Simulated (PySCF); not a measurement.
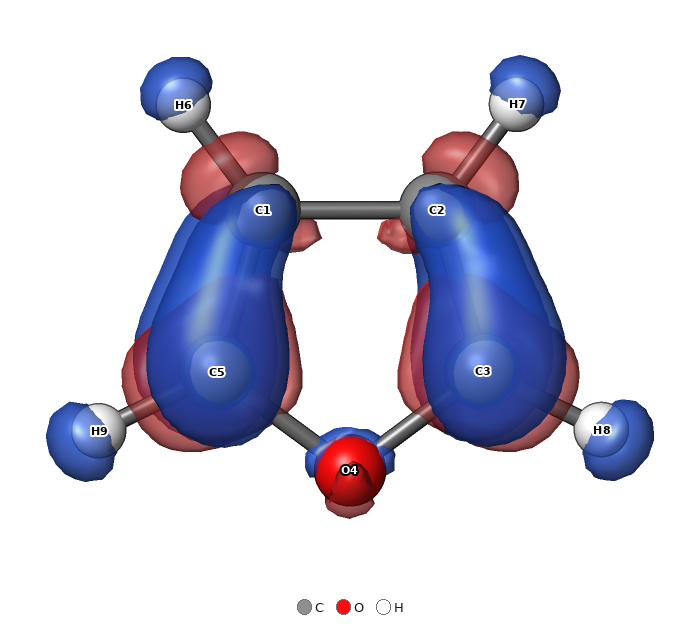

Figure 1: C₄H₄O, SMILES `c1ccoc1`. Fukui function f⁻ = ρ(N) − ρ(N−1) at fixed geometry, surfaces at ±0.04 e/Å³ (blue positive, red negative).

Computed with PySCF, M06-2X/aug-cc-pVDZ, geometry: GFN2-xTB. No frequency check shows the geometry to be a minimum.

Input

```python
import numpy as np
from pyscf import gto, scf, dft
from pyscf.scf import atom_ks, atom_hf
from scipy.linalg import block_diag

def solve(mol, dm0=None, hcore=None):
    mf = (dft.UKS if mol.spin else dft.RKS)(mol, xc='m062x')
    mf.grids.level = 3
    mf = mf.density_fit(auxbasis='def2-universal-jkfit')
    mf.conv_tol, mf.max_cycle = 1e-8, 80
    if hcore is not None:
        mf.get_hcore = lambda *args: hcore
    mf.kernel(dm0)
    if not mf.converged:
        mf = mf.newton().run(mf.mo_coeff, mf.mo_occ, max_cycle=30)
    assert mf.converged, 'SCF not converged'
    return mf

mol = gto.M(atom='''
C      0.71796    -0.94871     0.00000
C     -0.69887    -0.96251     0.00000
C     -1.08247     0.34192     0.00000
O     -0.01206     1.15091     0.00000
C      1.07609     0.36294     0.00000
H      1.37109    -1.79687     0.00000
H     -1.33535    -1.82322     0.00000
H     -2.04894     0.80560     0.00000
H      2.03335     0.84534     0.00000
''', basis='aug-cc-pvdz', charge=0, spin=0, verbose=4)
mf = solve(mol)
out = dict(e0=mf.e_tot, dm0=mf.make_rdm1(), c=mf.mo_coeff, occ=mf.mo_occ, eps=mf.mo_energy)
for name, dq, spin in [('cation', 1, 1), ('anion', -1, 1)]:
    ion = mol.copy().set(charge=mol.charge + dq, spin=spin).build()
    mi = solve(ion)
    if spin and dq > 0 and mol.nao < 130:
        c, _, stable, _ = mi.stability(return_status=True)
        if not stable:
            mi = solve(ion, mi.make_rdm1(c, mi.mo_occ))
    print(name, 'vertical energy change / eV', (mi.e_tot - mf.e_tot) * 27.211386)
    out.update({'e_' + name: mi.e_tot, 'dm_' + name: mi.make_rdm1(), 's2_' + name: mi.spin_square()[0], 'eps_' + name: mi.mo_energy, 'occ_' + name: mi.mo_occ})
# spherically averaged free atoms, for the promolecule
atm = atom_ks.get_atm_nrks(mol, xc='m062x')
pro = block_diag(*[(atm[a[0]][2] * atm[a[0]][3]) @ atm[a[0]][2].T for a in mol._atom])
np.savez('result.npz', pro=pro, **out)
```

Run with:

```sh
OMP_NUM_THREADS=1 python input.py
```

The run took 3.3 min on 1 thread of Intel(R) Xeon(R) Platinum 8259CL CPU @ 2.50GHz (Skylake/Cascade Lake), with other jobs on the host, peak memory 0.75 GiB.

Partitions, critical points and surface values were worked out afterwards from this run's density.

Q: Which atoms respond most to the removal of an electron?

A: f⁻ (Hirshfeld-condensed) is largest on C3 and C5 (0.20 each) and C1 and C2 (0.12 each); the vertical ionisation energy is 8.96 eV (the stability of the cation's solution wasn't checked). Condensed values hint at sites of electrophilic attack but needn't mark the atom that reacts. Orbital relaxation makes it negative in places (0.18 e in all).
